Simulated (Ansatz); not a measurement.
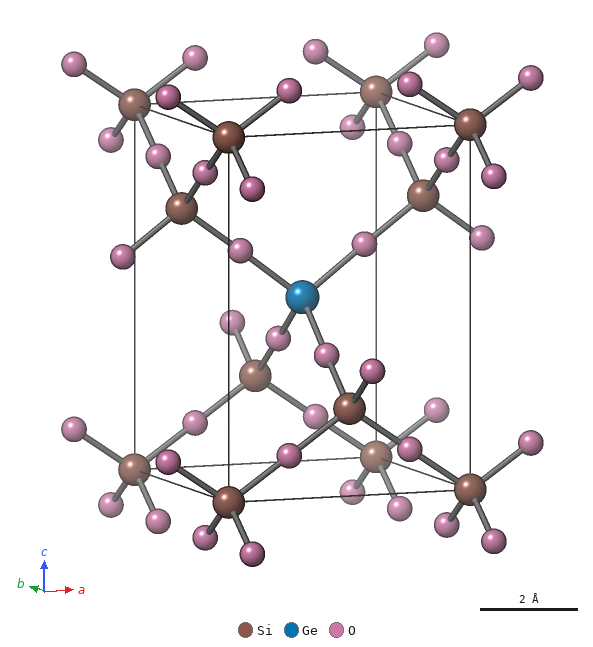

The figure gives a ball-and-stick picture of the atoms, viewed slightly off an axis. The outline marks the conventional unit cell. Atoms just outside the outline that bond to atoms inside are added.

Si₃GeO₈, space group P-4m2 (No. 115), a = 5.361 Å, b = 5.361 Å, c = 7.618 Å, α = 90.00°, β = 90.00°, γ = 90.00°. It goes back to a structure type filled with these elements by a generator (whether the compound takes this form wasn't checked). Earlier steps of the study, as a rule a relaxation of our own, may have changed the cell and positions, so they can lie some per cent off the listed ones. Ansatz was used for an electronic-structure calculation on it.

This one geometry was computed with Ansatz (DFT, plane waves, PAW) at three levels of theory: PBE, PBEsol and r2SCAN.

Question: Which level gives the highest pressure at this volume, and what does that say about its equilibrium volume?

Answer: Highest: PBE (0.0 GPa), which points to the largest equilibrium volume. Lowest, with the smallest volume: r2SCAN (-3.7 GPa). Levels within 0.5 GPa of each other can't be told apart.

Question: How does the band gap change with the level of theory?

Answer: PBE: a gap of 4.61 eV, indirect; PBEsol: a gap of 4.61 eV, indirect; r2SCAN: a gap of 5.33 eV, indirect.

Question: Collect the results in a table.

Answer:
| level | cutoff (eV) | k-mesh of the run's cell | gap (eV) | pressure (GPa) |
| --- | --- | --- | --- | --- |
| PBE | 420 | 4×4×4 | 4.61 | 0.0 |
| PBEsol | 420 | 4×4×4 | 4.61 | -2.0 |
| r2SCAN | 500 | 4×4×4 | 5.33 | -3.7 |

Gaps are taken on the k-mesh or band path of each run.
